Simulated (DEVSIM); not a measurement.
System: abrupt In0.53Ga0.47As n-p junction, at 300 K.

```
layer (left to right)        material  thickness (μm)  Nd (cm⁻³)  Na (cm⁻³)   τn (s)   τp (s)
---------------------  --------------  --------------  ---------  ---------  -------  -------
1                      In0.53Ga0.47As            6.90     3.4e15          -  3.4e-10  3.4e-10
2                      In0.53Ga0.47As            87.0          -     1.6e15  3.4e-11  3.4e-10
```

Left contact: ohmic. Right contact: ohmic. Voltage is applied to the left contact. Recombination: SRH at mid-gap, radiative. Mobility is constant in doping.

Constants are typed, rounded textbook-type inputs, not results; the design itself was drawn at random and stands for no fabricated device. Values at 300 K.

```csv
parameter,In0.53Ga0.47As
gap (eV),0.74
affinity (eV),4.51
permittivity,13.9
Nc (cm⁻³),2.1e17
Nv (cm⁻³),7.7e18
μn (cm²/Vs),12000
μp (cm²/Vs),300
B (cm³/s),9.6e-11
```

Model (solved in DEVSIM): 1D drift-diffusion, Boltzmann statistics, complete ionisation; no tunnelling, impact ionisation, image-force lowering or self-heating.

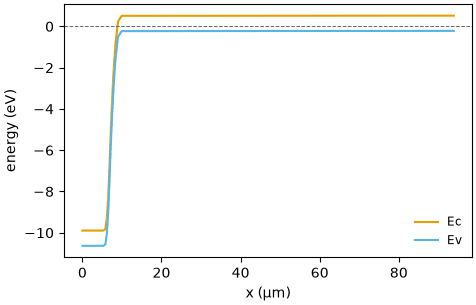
Figure. Band edges at 10.0 V on the left contact

Energies count from the Fermi level of the right contact; mesh points crowd at the junctions.

```json
[
 {"x (μm)": "0.000", "Ec (eV)": "-9.893", "Ev (eV)": "-10.633", "n (cm⁻³)": "3.4e15", "p (cm⁻³)": "1.8e8", "field (V/cm)": "≈ 0"},
 {"x (μm)": "0.04804", "Ec (eV)": "-9.893", "Ev (eV)": "-10.633", "n (cm⁻³)": "3.4e15", "p (cm⁻³)": "1.8e8", "field (V/cm)": "≈ 0"},
 {"x (μm)": "0.1830", "Ec (eV)": "-9.893", "Ev (eV)": "-10.633", "n (cm⁻³)": "3.4e15", "p (cm⁻³)": "1.8e8", "field (V/cm)": "≈ 0"},
 {"x (μm)": "0.5947", "Ec (eV)": "-9.893", "Ev (eV)": "-10.633", "n (cm⁻³)": "3.4e15", "p (cm⁻³)": "1.8e8", "field (V/cm)": "≈ 0"},
 {"x (μm)": "2.638", "Ec (eV)": "-9.893", "Ev (eV)": "-10.633", "n (cm⁻³)": "3.4e15", "p (cm⁻³)": "1.8e8", "field (V/cm)": "≈ 0"},
 {"x (μm)": "5.316", "Ec (eV)": "-9.893", "Ev (eV)": "-10.633", "n (cm⁻³)": "3.4e15", "p (cm⁻³)": "9.5e7", "field (V/cm)": "23"},
 {"x (μm)": "6.386", "Ec (eV)": "-8.754", "Ev (eV)": "-9.494", "n (cm⁻³)": "1.4e9", "p (cm⁻³)": "5.3e9", "field (V/cm)": "31000"},
 {"x (μm)": "6.799", "Ec (eV)": "-7.078", "Ev (eV)": "-7.818", "n (cm⁻³)": "8.1e8", "p (cm⁻³)": "6.4e9", "field (V/cm)": "50000"},
 {"x (μm)": "6.880", "Ec (eV)": "-6.658", "Ev (eV)": "-7.398", "n (cm⁻³)": "7.4e8", "p (cm⁻³)": "6.6e9", "field (V/cm)": "53000"},
 {"x (μm)": "6.915", "Ec (eV)": "-6.471", "Ev (eV)": "-7.212", "n (cm⁻³)": "7.2e8", "p (cm⁻³)": "6.9e9", "field (V/cm)": "54000"},
 {"x (μm)": "6.994", "Ec (eV)": "-6.054", "Ev (eV)": "-6.794", "n (cm⁻³)": "7.2e8", "p (cm⁻³)": "8.2e9", "field (V/cm)": "52000"},
 {"x (μm)": "7.368", "Ec (eV)": "-4.249", "Ev (eV)": "-4.989", "n (cm⁻³)": "7.0e8", "p (cm⁻³)": "1.6e10", "field (V/cm)": "44000"},
 {"x (μm)": "8.355", "Ec (eV)": "-0.878", "Ev (eV)": "-1.619", "n (cm⁻³)": "6.0e8", "p (cm⁻³)": "5.9e10", "field (V/cm)": "24000"},
 {"x (μm)": "11.33", "Ec (eV)": "0.511", "Ev (eV)": "-0.229", "n (cm⁻³)": "3.1e8", "p (cm⁻³)": "1.6e15", "field (V/cm)": "≈ 0"},
 {"x (μm)": "25.44", "Ec (eV)": "0.513", "Ev (eV)": "-0.227", "n (cm⁻³)": "3.7e8", "p (cm⁻³)": "1.6e15", "field (V/cm)": "≈ 0"},
 {"x (μm)": "59.85", "Ec (eV)": "0.517", "Ev (eV)": "-0.223", "n (cm⁻³)": "3.7e8", "p (cm⁻³)": "1.6e15", "field (V/cm)": "≈ 0"},
 {"x (μm)": "82.60", "Ec (eV)": "0.519", "Ev (eV)": "-0.221", "n (cm⁻³)": "3.7e8", "p (cm⁻³)": "1.6e15", "field (V/cm)": "≈ 0"},
 {"x (μm)": "90.00", "Ec (eV)": "0.520", "Ev (eV)": "-0.220", "n (cm⁻³)": "3.7e8", "p (cm⁻³)": "1.6e15", "field (V/cm)": "≈ 0"},
 {"x (μm)": "93.02", "Ec (eV)": "0.521", "Ev (eV)": "-0.219", "n (cm⁻³)": "3.7e8", "p (cm⁻³)": "1.6e15", "field (V/cm)": "≈ 0"},
 {"x (μm)": "93.62", "Ec (eV)": "0.521", "Ev (eV)": "-0.219", "n (cm⁻³)": "3.7e8", "p (cm⁻³)": "1.6e15", "field (V/cm)": "≈ 0"},
 {"x (μm)": "93.82", "Ec (eV)": "0.521", "Ev (eV)": "-0.219", "n (cm⁻³)": "3.7e8", "p (cm⁻³)": "1.6e15", "field (V/cm)": "≈ 0"},
 {"x (μm)": "93.90", "Ec (eV)": "0.521", "Ev (eV)": "-0.219", "n (cm⁻³)": "3.7e8", "p (cm⁻³)": "1.6e15", "field (V/cm)": "≈ 0"}
]
```
